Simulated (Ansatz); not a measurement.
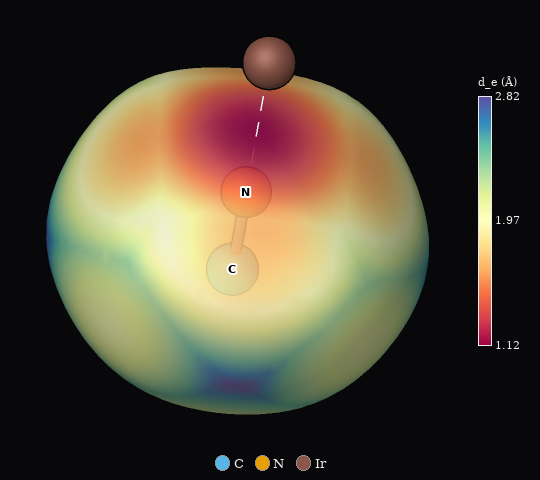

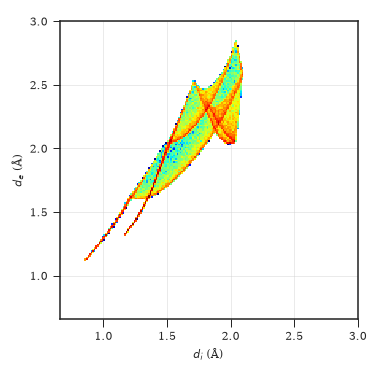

Hirshfeld surface computed for one CN unit (covalently bonded non-metal atoms) in Na2YIrC6N6 (Fm-3m, No. 225), coloured by d_e. Dashed lines lead to the closest neighbours outside. The second picture is its fingerprint plot, coloured by area on a logarithmic scale (blue little, red much).

The surface is where the fragment's share of the procrystal density (the sum of the densities of spherically averaged neutral Hartree-Fock atoms) equals one half. d_i and d_e are the distances from the surface to the nearest nucleus inside and outside. From Rb on the atoms have core potentials, so only their outer electrons count.

The cell is taken from the end point of a relaxation with DFT PBE, scalar-relativistic, plane waves, PAW in Ansatz 0.2.0; the starting structure was generated, so it need not be a known form of this composition.

```cif
data_structure
_symmetry_space_group_name_H-M 'Fm-3m'
_symmetry_Int_Tables_number 225
_cell_length_a 11.2740
_cell_length_b 11.2740
_cell_length_c 11.2740
_cell_angle_alpha 90.000
_cell_angle_beta 90.000
_cell_angle_gamma 90.000
_cell_volume 1432.94
loop_
_atom_site_label
_atom_site_type_symbol
_atom_site_symmetry_multiplicity
_atom_site_Wyckoff_symbol
_atom_site_fract_x
_atom_site_fract_y
_atom_site_fract_z
_atom_site_occupancy
Na1 Na 8 c 0.25000 0.75000 0.75000 1
Y1 Y 4 a 0.00000 0.00000 0.00000 1
Ir1 Ir 4 b 0.50000 0.00000 0.00000 1
C1 C 24 e 0.22021 0.00000 0.00000 1
N1 N 24 e 0.32478 0.00000 0.00000 1
```

> What is the shortest distance from the fragment to an atom outside it?

N–Ir, 1.98 Å.

> How is the surface shared among contacts (nearest atom inside ··· nearest atom outside)?

N···N 29 %, C···Na 21 %, C···C 17 %, C···Y 15 %, N···Ir 9.2 %, N···Na 8.3 %, C···N 1.2 %. The surface faces 14 neighbours with more than 2 % of its area each: 4 Na + 4 C + 4 N + 1 Y + 1 Ir.

> Give the size and shape of the surface.

It encloses about 27.6 Å³, has an area of about 45 Å² and a globularity of 0.99 (1 for a sphere).

> Where does the fingerprint reach closest to the origin?

The smallest d_i + d_e is about 2.0 Å, which belongs to the shortest contact, N···Ir at 1.98 Å; d_e runs from 1.12 to 2.82 Å.
